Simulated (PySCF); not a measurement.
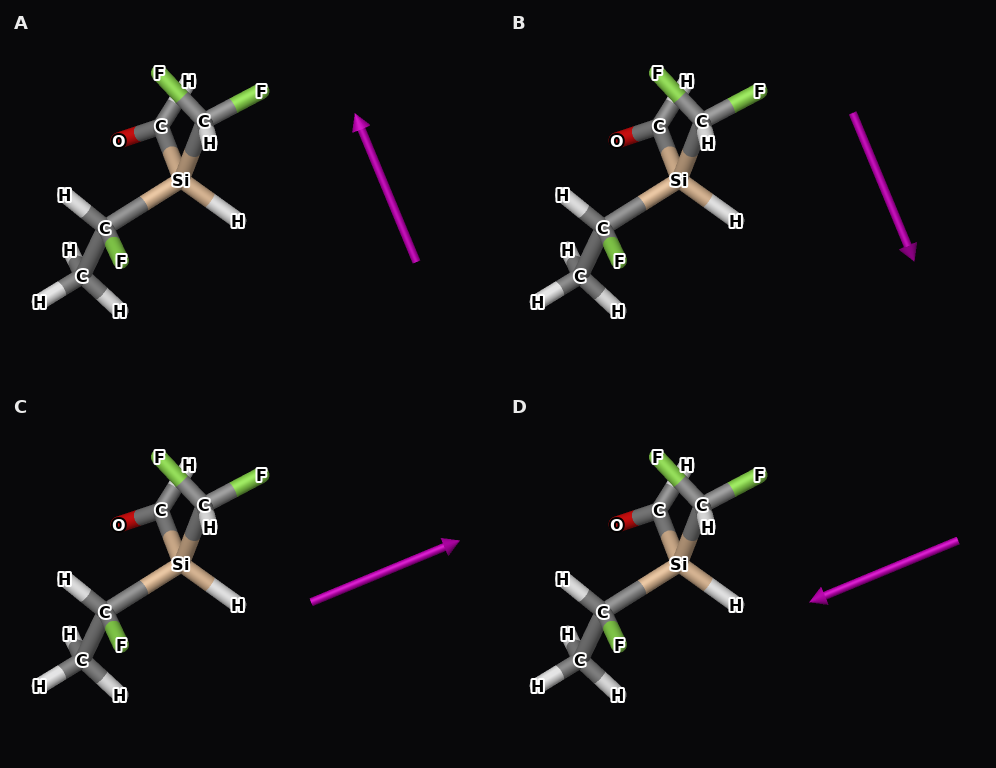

The same molecule four times, each with an arrow. The computed structure is the end point of a GFN2-xTB optimisation. No frequency run is at hand to confirm it as a minimum. Properties computed with PBE0/pcSseg-1, gas phase (PySCF 2.14.0).

Question: Which arrow points along the dipole moment, from the negative to the positive end?

Answer: B. The dipole moment is 1.14 D.

The geometry is semi-empirical. Around Si such bond lengths and angles can be off by a tenth of an ångström or more and by several degrees, and values that hang on the shape move with them.
